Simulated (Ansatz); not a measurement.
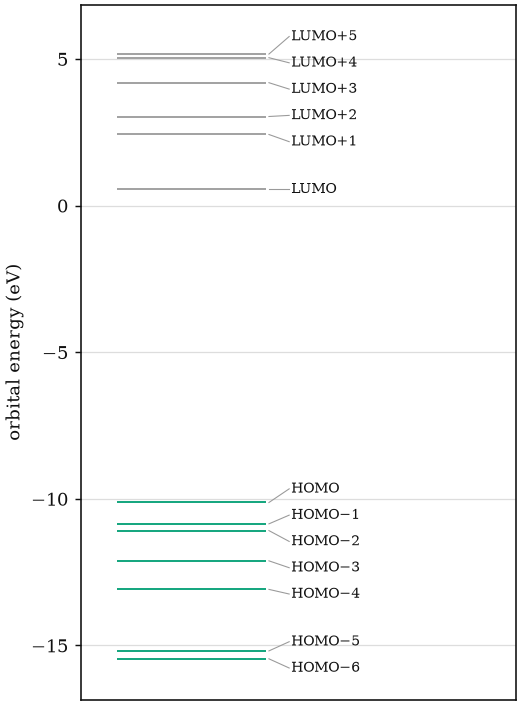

CH₄GeO₂, SMILES C[O][Ge][OH], singlet. Kohn-Sham orbital energies near the frontier, ωB97X-V/def2-TZVPP, the Ansatz code, at a PBE0-D4/def2-TZVP geometry (a minimum by its frequencies), isolated molecule; empty levels in grey, levels within 0.03 eV side by side.

**Where do the frontier orbitals lie?**

HOMO at −10.12 eV, LUMO at 0.56 eV, 10.68 eV apart.

**How far below the HOMO does the next level lie?**

0.73 eV.

**List the levels.**

```tsv
orbital	energy (eV)
LUMO+5	5.17
LUMO+4	5.04
LUMO+3	4.19
LUMO+2	3.04
LUMO+1	2.42
LUMO	0.56
HOMO	−10.12
HOMO−1	−10.85
HOMO−2	−11.08
HOMO−3	−12.11
HOMO−4	−13.09
HOMO−5	−15.19
HOMO−6	−15.46
```

Known limits of this run: no scalar relativity up to krypton; one conformer of a flexible molecule; empty levels above zero depend strongly on the basis.
